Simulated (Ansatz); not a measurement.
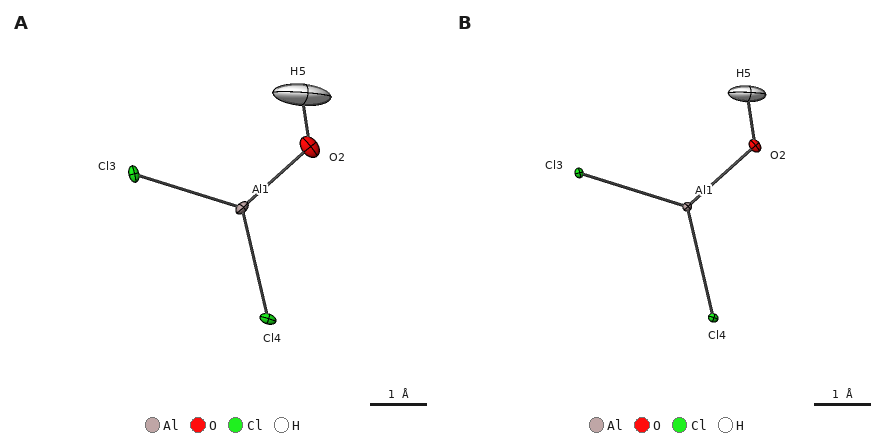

Displacement ellipsoids at the 50 % level, from the internal vibrations of the free molecule (harmonic, no overall translation or rotation; no half-axis is drawn under 0.075 Å). Vibrations computed with RKS PBE0-D4/def2-TZVP (Ansatz 0.2.0). One panel is for 298 K, the other for 900 K.

### Which panel is for 900 K?

A.

### How much does the mean-square displacement of O2 grow, and why?

U_eq goes from 0.0039 to 0.0107 Å², a factor of 2.7. Modes below kT (626 cm⁻¹ at 900 K) grow about in proportion to T, and the lowest lies at 150 cm⁻¹; the mean-square amplitude of a mode is its zero-point value times coth(ħω/2kT), which comes close to 1 only above about 3kT.
